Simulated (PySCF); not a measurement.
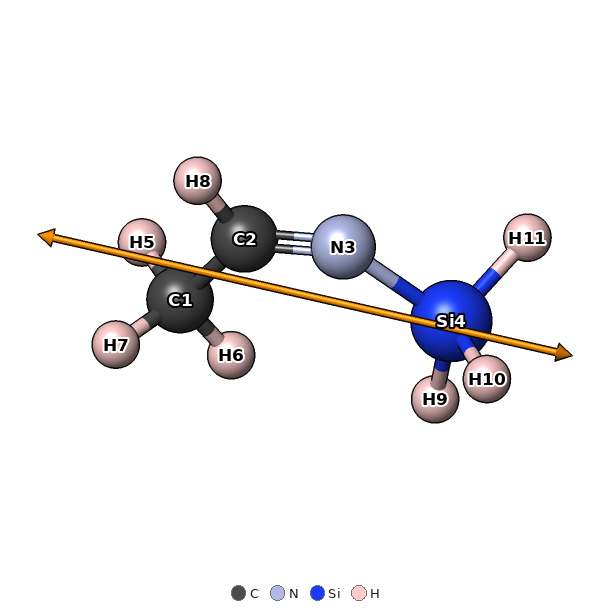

The double arrow shows the direction of the transition dipole to excited singlet state 7 (its length means nothing). Computed geometry: GFN2-xTB optimisation. No frequency run is at hand to confirm it as a minimum. Properties computed with TDDFT CAM-B3LYP/def2-SVPD, vertical, gas phase, core orbitals frozen in the response (PySCF 2.14.0).

How is the transition polarised?

Answer. Close to the long direction C1···Si4.

Give its energy, strength and character.

Answer. 7.81 eV (159 nm), oscillator strength 0.46, mainly HOMO−1 → LUMO (weight 0.58); transition dipole 3.92 D.

The geometry is semi-empirical. Around Si such bond lengths and angles can be off by a tenth of an ångström or more and by several degrees, and values that hang on the shape move with them.
